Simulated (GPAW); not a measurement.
## RbCaH3 (Pm-3m): G0W0 with GPAW, start to end

How does a plane-wave GW calculation on RbCaH3 (Pm-3m) run from the first input to the gap?

Program: GPAW 26.7.0. Level of theory: LDA and many-body steps on it, plane waves. Results are calculated unless marked as measured.

## 1. Starting point

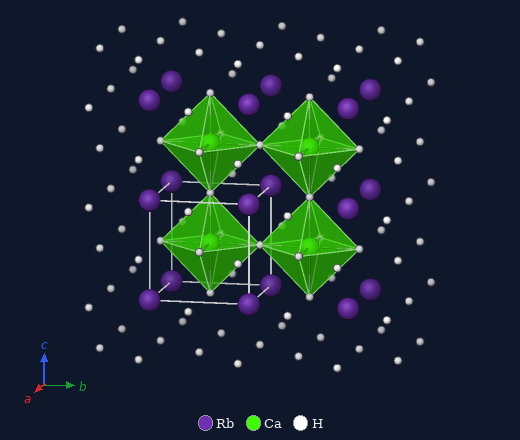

Start, viewed slightly off an axis; rubidium purple, calcium green, hydrogen white. 1×2×2 cells are drawn. Some periodic images of atoms are drawn too.

The cell and positions come from the Crystallography Open Database and are kept as given unless a step says otherwise.

## 2. Ground state

This step: GPAW 26.7.0; DFT, LDA, plane waves, PAW.

The ground-state density comes first.

The input, run.py:

```python
import json
import numpy as np
from gpaw.mpi import world
from ase import Atoms
from gpaw import GPAW, PW, FermiDirac

atoms = Atoms(['Rb', 'Ca', 'H', 'H', 'H'],
    cell=[[4.5470000000, 0.0000000000, 0.0000000000],
      [0.0000000000, 4.5470000000, 0.0000000000],
      [0.0000000000, 0.0000000000, 4.5470000000]],
    scaled_positions=[[0.0000000000, 0.0000000000, 0.0000000000],
      [0.5000000000, 0.5000000000, 0.5000000000],
      [0.0000000000, 0.5000000000, 0.5000000000],
      [0.5000000000, 0.0000000000, 0.5000000000],
      [0.5000000000, 0.5000000000, 0.0000000000]],
    pbc=(True, True, True))
calc = GPAW(mode=PW(600),
    xc='LDA',
    kpts={'size': (6, 6, 6), 'gamma': True},
    occupations=FermiDirac(0.001),
    nbands=-8,
    convergence={'density': 1e-6, 'bands': -3},
    maxiter=100,
    txt='gs.txt')
atoms.calc = calc
res = {'energy': atoms.get_potential_energy()}
kpts = calc.get_ibz_k_points()
res['kpts'] = kpts
res['eigenvalues'] = [calc.get_eigenvalues(kpt=k) for k in range(len(kpts))]
res['n_electrons'] = calc.get_number_of_electrons()
calc.write('gs.gpw')

if world.rank == 0:
    with open('result.json', 'w') as f:
        json.dump(res, f, default=lambda x: x.tolist())
```

On the command line:

```bash
mpirun -n 4 gpaw python run.py
```

Numbers of over 12 decimals in the logs are rounded to 6 here.

The log of the run:

```text
__  _  _
 | _ |_)|_||  |
 |__||  | ||/\| - 26.7.0

Input parameters:
  mode=PW(ecut=600.0),
  convergence={'density': 1e-06, 'bands': -3},
  kpts=MonkhorstPack(size=(6, 6, 6), gamma=True),
  maxiter=100,
  nbands=-8,
  occupations=Occupations(name='fermi-dirac', width=0.001, fixmagmom=False),
  xc=XC(name='LDA')
  [... matrices ...]
Diagonalizing LCAO Hamiltonian
Converting LCAO to pw mode
    .----------.
   /|          |
  / |          |
 *  |          |
 |  |          |
 | H|   Ca     |
 |  .--H-------.
 | /    H     /
 |/          /
 Rb---------*

Atoms  # Å, Bohr magnetons
|   | symbol |        x |        y |        z |    initial magnetic moments |
| 0 |     Rb | 0.000000 | 0.000000 | 0.000000 | ( 0.0000,  0.0000,  0.0000) |
| 1 |     Ca | 2.273500 | 2.273500 | 2.273500 | ( 0.0000,  0.0000,  0.0000) |
| 2 |      H | 0.000000 | 2.273500 | 2.273500 | ( 0.0000,  0.0000,  0.0000) |
| 3 |      H | 2.273500 | 0.000000 | 2.273500 | ( 0.0000,  0.0000,  0.0000) |
| 4 |      H | 2.273500 | 2.273500 | 0.000000 | ( 0.0000,  0.0000,  0.0000) |

Unit cell  # Å
| periodic |        x |        y |        z |  lengths |    angles |
|      yes | 4.547000 | 0.000000 | 0.000000 | 4.547000 | 90.000000 |
|      yes | 0.000000 | 4.547000 | 0.000000 | 4.547000 | 90.000000 |
|      yes | 0.000000 | 0.000000 | 4.547000 | 4.547000 | 90.000000 |

Number of symmetries: 48
Symmetry operations  # r_c * U_cc + t_c -> r_c
|    | kind |            matrix            |
|  0 |  E   |  1, 0, 0,  0, 1, 0,  0, 0, 1 |
|  1 |  σ   |  1, 0, 0,  0, 1, 0,  0, 0,-1 |
|  2 |  σ   |  1, 0, 0,  0, 0, 1,  0, 1, 0 |
|  3 |  C4  |  1, 0, 0,  0, 0, 1,  0,-1, 0 |
|  4 |  C4  |  1, 0, 0,  0, 0,-1,  0, 1, 0 |
|  5 |  σ   |  1, 0, 0,  0, 0,-1,  0,-1, 0 |
|  6 |  σ   |  1, 0, 0,  0,-1, 0,  0, 0, 1 |
|  7 |  C2  |  1, 0, 0,  0,-1, 0,  0, 0,-1 |
|  8 |  σ   |  0, 1, 0,  1, 0, 0,  0, 0, 1 |
|  9 |  C2  |  0, 1, 0,  1, 0, 0,  0, 0,-1 |
| 10 |  C3  |  0, 1, 0,  0, 0, 1,  1, 0, 0 |
| 11 |  S6  |  0, 1, 0,  0, 0, 1, -1, 0, 0 |
| 12 |  S6  |  0, 1, 0,  0, 0,-1,  1, 0, 0 |
| 13 |  C3  |  0, 1, 0,  0, 0,-1, -1, 0, 0 |
| 14 |  C4  |  0, 1, 0, -1, 0, 0,  0, 0, 1 |
| 15 |  S4  |  0, 1, 0, -1, 0, 0,  0, 0,-1 |
| 16 |  C3  |  0, 0, 1,  1, 0, 0,  0, 1, 0 |
| 17 |  S6  |  0, 0, 1,  1, 0, 0,  0,-1, 0 |
| 18 |  σ   |  0, 0, 1,  0, 1, 0,  1, 0, 0 |
| 19 |  C4  |  0, 0, 1,  0, 1, 0, -1, 0, 0 |
| 20 |  C2  |  0, 0, 1,  0,-1, 0,  1, 0, 0 |
| 21 |  S4  |  0, 0, 1,  0,-1, 0, -1, 0, 0 |
| 22 |  S6  |  0, 0, 1, -1, 0, 0,  0, 1, 0 |
| 23 |  C3  |  0, 0, 1, -1, 0, 0,  0,-1, 0 |
| 24 |  S6  |  0, 0,-1,  1, 0, 0,  0, 1, 0 |
| 25 |  C3  |  0, 0,-1,  1, 0, 0,  0,-1, 0 |
| 26 |  C4  |  0, 0,-1,  0, 1, 0,  1, 0, 0 |
| 27 |  σ   |  0, 0,-1,  0, 1, 0, -1, 0, 0 |
| 28 |  S4  |  0, 0,-1,  0,-1, 0,  1, 0, 0 |
| 29 |  C2  |  0, 0,-1,  0,-1, 0, -1, 0, 0 |
| 30 |  C3  |  0, 0,-1, -1, 0, 0,  0, 1, 0 |
| 31 |  S6  |  0, 0,-1, -1, 0, 0,  0,-1, 0 |
| 32 |  C4  |  0,-1, 0,  1, 0, 0,  0, 0, 1 |
| 33 |  S4  |  0,-1, 0,  1, 0, 0,  0, 0,-1 |
| 34 |  S6  |  0,-1, 0,  0, 0, 1,  1, 0, 0 |
| 35 |  C3  |  0,-1, 0,  0, 0, 1, -1, 0, 0 |
| 36 |  C3  |  0,-1, 0,  0, 0,-1,  1, 0, 0 |
| 37 |  S6  |  0,-1, 0,  0, 0,-1, -1, 0, 0 |
| 38 |  σ   |  0,-1, 0, -1, 0, 0,  0, 0, 1 |
| 39 |  C2  |  0,-1, 0, -1, 0, 0,  0, 0,-1 |
| 40 |  σ   | -1, 0, 0,  0, 1, 0,  0, 0, 1 |
| 41 |  C2  | -1, 0, 0,  0, 1, 0,  0, 0,-1 |
| 42 |  C2  | -1, 0, 0,  0, 0, 1,  0, 1, 0 |
| 43 |  S4  | -1, 0, 0,  0, 0, 1,  0,-1, 0 |
| 44 |  S4  | -1, 0, 0,  0, 0,-1,  0, 1, 0 |
| 45 |  C2  | -1, 0, 0,  0, 0,-1,  0,-1, 0 |
| 46 |  C2  | -1, 0, 0,  0,-1, 0,  0, 0, 1 |
| 47 |  i   | -1, 0, 0,  0,-1, 0,  0, 0,-1 |

BZ-sampling:
  Number of BZ points: 216
  Number of IBZ points: 20

  Monkhorst-Pack size: [6, 6, 6]
  Monkhorst-Pack shift: [0.083333, 0.083333, 0.083333]

K-points  # in reciprocal-cell coordinates
|     |                                coordinates |     weight |
|   0 | (  0.00000000,   0.00000000,   0.00000000) | 0.00462963 |
|   1 | (  0.16666667,   0.00000000,   0.00000000) | 0.02777778 |
|   2 | (  0.16666667,   0.16666667,   0.00000000) | 0.05555556 |
|   3 | (  0.16666667,   0.16666667,   0.16666667) | 0.03703704 |
|   4 | (  0.33333333,   0.00000000,   0.00000000) | 0.02777778 |
|   5 | (  0.33333333,   0.16666667,   0.00000000) | 0.11111111 |
|   6 | (  0.33333333,   0.16666667,   0.16666667) | 0.11111111 |
|   7 | (  0.33333333,   0.33333333,   0.00000000) | 0.05555556 |
|   8 | (  0.33333333,   0.33333333,   0.16666667) | 0.11111111 |
|   9 | (  0.33333333,   0.33333333,   0.33333333) | 0.03703704 |
| ... |                                            |            |
|  19 | (  0.50000000,   0.50000000,   0.50000000) | 0.00462963 |

Plane wave coefficients: 3178
Cutoff: 600.0 eV

Spin-components: 1 (collinear spins)
Bands:           19
Projectors:      19
Spin-degeneracy: 2
Datatype:        complex128

  Storage: CPU
  Wave functions: 18_963_520 bytes (4_740_880 per core)
  Projectors: 26_948_160 bytes (6_737_040 per core)
  [... matrices ...]
Parallelization:
  kpt:    4
  domain: 1
  band:   1

Density:
  Valence electrons: 22.0
  Components: 1
  Grid points: [27 27 27]
  Charge: 0.0  # |e|

Potential:
  Grid points: [27 27 27]

species:
  Rb:
    name:    Rubidium
    Z:       37.0
    valence: 9
    core:    28
    charge:  0.0  # [|e|]
    compensation charges:
      type: gauss
      rc: 0.38  # [Å]
      lmax: 2
    cutoffs:
      filter: 2.43  # [Å]
      core: 1.99  # [Å]
    projectors
    | kind |    occ | energy [eV] | rcut [Å] |
    |   4s |  2.000 |     -31.956 |    1.376 |
    |   5s |  1.000 |      -2.362 |    1.376 |
    |   4p |  6.000 |     -16.035 |    1.270 |
    |    p |        |      11.177 |    1.270 |
    |    d |        |       0.000 |    1.217 |

    Using partial waves for Rb as LCAO basis

  Ca:
    name:    Calcium
    Z:       20.0
    valence: 10
    core:    10
    charge:  0.0  # [|e|]
    compensation charges:
      type: gauss
      rc: 0.37  # [Å]
      lmax: 2
    cutoffs:
      filter: 2.10  # [Å]
      core: 1.17  # [Å]
    projectors
    | kind |    occ | energy [eV] | rcut [Å] |
    |   3s |  2.000 |     -46.826 |    1.175 |
    |   4s |  2.000 |      -3.864 |    1.175 |
    |   3p |  6.000 |     -27.986 |    1.154 |
    |    p |        |      -0.774 |    1.154 |
    |    d |        |       0.000 |    0.937 |

    Using partial waves for Ca as LCAO basis

  H:
    name:    Hydrogen
    Z:       1.0
    valence: 1
    core:    0
    charge:  0.0  # [|e|]
    compensation charges:
      type: gauss
      rc: 0.15  # [Å]
      lmax: 2
    cutoffs:
      filter: 0.85  # [Å]
      core: 0.53  # [Å]
    projectors
    | kind |    occ | energy [eV] | rcut [Å] |
    |   1s |  1.000 |      -6.353 |    0.476 |
    |    s |        |      20.858 |    0.476 |
    |    p |        |       0.000 |    0.476 |

    Using partial waves for H as LCAO basis

Reference energy: -99509.556440  # eV

eigensolver:
  PPCG
  Converge bands: -3
  niter=2

density mixing:
  MSR1-Mixer
  Pratt-step length: 0.05
  Maximum mixing coefficient: 0.75
  Old densities: 10
  SVD Regularization: 0.005
  Good broyden scale: 1.0
  Trust region scale: 1.0
  Backstep threshold: 4.0
  History deletion threshold: 6.0
  Fourier metric: weight=20.0, sigma=0.015

occupation numbers:
  Fermi-Dirac:
    width: 0.0010  # eV

poisson solver:
  ecut: 4800.0  # eV

xc functional:
  name: None

Initialization done in: 1.269 s

convergence criteria:
- Maximum integral of absolute [dens]ity change: 1e-06 electrons / valence electron
- Maximum [total energy] change in last 3 cyles: 0.0005 eV / valence electron
- Maximum integral of absolute [eigenst]ate change: 4e-08 eV^2 / valence electron
maximum number of iterations: 100

SCF iterations
|iter     |     time |      energy | eigst |  dens |
|iter:   1|  |  -17.526982 | +1.72 |       |
|iter:   2|  |  -17.309195 | +0.66 | -0.93 |
|iter:   3|  |  -15.913422 | -0.13 | -0.96 |
|iter:   4|  |  -15.902278 | -0.71 | -1.71 |
|iter:   5|  |  -15.903968 | -0.88 | -2.08 |
|iter:   6|  |  -15.904394c| -1.22 | -2.44 |
|iter:   7|  |  -15.904394c| -2.11 | -3.81 |
|iter:   8|  |  -15.904394c| -3.01 | -4.27 |
|iter:   9|  |  -15.904394c| -3.90 | -5.37 |
|iter:  10|  |  -15.904394c| -4.93 | -6.06c|
|iter:  11|  |  -15.904394c| -5.78 | -6.86c|
|iter:  12|  |  -15.904394c| -6.72 | -7.43c|
|iter:  13|  |  -15.904394c| -7.36 | -8.68c|
|iter:  14|  |  -15.904394c| -7.97c| -9.16c|

Converged in 14 steps
SCF loop duration: 7.837 s (0.560 s/step)
Energy contributions relative to reference atoms: (reference = -99509.556440)
  [... matrices ...]
Energy contributions:
  Kinetic:           9.825453
  Coulomb:          -8.896255
  Zero:             -0.618504
  External:          0.000000
  Xc:              -16.215087
  Entropy:          -0.000000
  Spinorbit:         0.000000
  ----------------------------
  Free energy:     -15.904394
  Extrapolated:    -15.904394

dipole moment: (-19.541142, -19.541142, -19.541142)  # |e|*Ang

Fermi level: 1.867
Eigenvalues  # (at kpt = [0.000, 0.000, 0.000])
| band index |      eig [eV] | occ [0-2] |
|          0 |       -37.874 |     2.000 |
|        ... |               |           |
|          3 |       -19.164 |     2.000 |
|          4 |       -19.164 |     2.000 |
|          5 |        -8.993 |     2.000 |
|          6 |        -8.993 |     2.000 |
|          7 |        -8.993 |     2.000 |
|          8 |        -2.485 |     2.000 |
|          9 |        -0.024 |     2.000 |
|         10 |        -0.024 |     2.000 |
|         11 |         6.217 |     0.000 |
|         12 |         6.217 |     0.000 |
|         13 |         6.217 |     0.000 |
|         14 |         7.535 |     0.000 |
|         15 |         7.535 |     0.000 |
|         16 |         7.535 |     0.000 |
|         17 |         7.611 |     0.000 |
|         18 |         7.611 |     0.000 |

Gap: 2.949 eV
Transition (v -> c):
  (s=0, k=16, n=10, [0.50, 0.50, 0.00]) -> (s=0, k=16, n=11, [0.50, 0.50, 0.00])
No difference between direct/indirect transitions
# Writing to gs.gpw (mode='')
  [... matrices ...]
```

The job ended after 11 s (4 MPI ranks of Arm Neoverse V1, shared host; peak memory 0.7 GiB; 43 s of CPU time).

This step gave:

* total energy: -15.90 eV
* gap: 2.949 eV
* k of the valence top: 0.5, 0.5, 0
* k of the conduction bottom: 0.5, 0.5, 0
* least direct gap: 2.949 eV

The gap is direct, at (0.500, 0.500, 0.000).

## 3. Empty states on the mesh, 4×4×4 mesh, 121 bands

The sums over transitions need many empty states on a uniform mesh; this step solves for them.

The input, run.py:

```python
import json
import numpy as np
from gpaw.mpi import world
from gpaw import GPAW

calc = GPAW('gs.gpw').fixed_density(kpts={'size': (4, 4, 4), 'gamma': True},
    nbands=141,
    convergence={'bands': 121},
    txt='nscf.txt')
calc.write('full.gpw', mode='all')
res = {}
kpts = calc.get_ibz_k_points()
res['kpts'] = kpts
res['eigenvalues'] = [calc.get_eigenvalues(kpt=k) for k in range(len(kpts))]
res['n_electrons'] = calc.get_number_of_electrons()

if world.rank == 0:
    with open('result.json', 'w') as f:
        json.dump(res, f, default=lambda x: x.tolist())
```

On the command line:

```bash
mpirun -n 4 gpaw python run.py
```

The log of the run:

```text
Diagonalizing LCAO Hamiltonian
Converting LCAO to pw mode
convergence criteria:
- Maximum integral of absolute [eigenst]ate change: 4e-08 eV^2 / valence electron
maximum number of iterations: 100

SCF iterations
|iter     |     time |      energy | eigst |  dens |
|iter:   1|  |             | +4.34 |       |
|iter:   2|  |             | +3.06 |       |
|iter:   3|  |             | +1.87 |       |
[...]
|iter:  11|  |             | -6.43 |       |
|iter:  12|  |             | -6.99 |       |
|iter:  13|  |             | -7.55c|       |
SCF steps: 13
  __  _  _
 | _ |_)|_||  |
 |__||  | ||/\| - 26.7.0

Input parameters:
  mode=PW(ecut=600.0),
  convergence={'bands': 121},
  gpts=array([27, 27, 27]),
  kpts=MonkhorstPack(size=(4, 4, 4), gamma=True),
  maxiter=100,
  nbands=141,
  occupations=Occupations(name='fermi-dirac', width=0.001, fixmagmom=False),
  parallel={},
  xc=XC(name='LDA')
# Writing to full.gpw (mode='all')
  [... matrices ...]

timing:  # [seconds]
  Total: 0.077  # ━━━━━━━━━━━━━━━━━━━━━━━━━━━━━━━━━━━━━━━━━━━━━━━━━━━━━━━━━━━
```

Elapsed: 38 s, on 4 MPI ranks; peak memory 0.77 GiB; 2.5 min of CPU time.

Numbers from this step:

```yaml
gap: 2.949 eV
k_of_the_valence_top: 0.5, 0.5, 0
k_of_the_conduction_bottom: 0.5, 0.5, 0
least_direct_gap: 2.949 eV
k_points_computed: 10
lowest_point_of_the_top_converged_band_above_the_valence_top: 58.6534 eV
```

On this mesh the gap is 2.949 eV.

[end of part 1 of 2]

[Paths, hosts, dates, memory and timing lines, banners, echoed tables and standing remarks are left out of the program output.]

[Logs are printed without paths, hosts, clocks, repeated set-up lines and the standing remarks that a program may print on its own settings, such as how far it seeks lower states.]

[Runs of the session that timed out or met a known fault of the program may be left out.]

[Hosts, paths, dates, database ids (printed as entryN), source tags and the programs' standing remarks are cut or masked in the printed files.]
